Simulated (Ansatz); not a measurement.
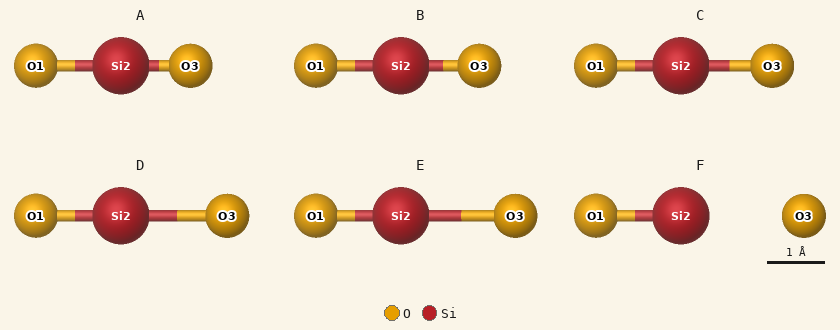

A scan of SiO₂ along one coordinate. A ball-and-stick model, seen at a tilt.

Level of theory: PBE0-D4 (def2-TZVPP, Ansatz), on geometries moved rigidly from the minimum at PBE0-D4/def2-TZVP. Energies are counted from the PBE0-D4/def2-TZVP minimum geometry at the same level.

**Which coordinate changes from frame to frame?**

The Si2–O3 distance is varied, with the rest of the molecule carried along rigidly. In the frames the distance is 1.235 Å (A), 1.391 Å (B), 1.620 Å (C), 1.888 Å (D), 2.032 Å (E), 2.184 Å (F). Their energies are 371 kJ/mol, 48 kJ/mol, 30 kJ/mol, 210 kJ/mol, 313 kJ/mol, 408 kJ/mol.
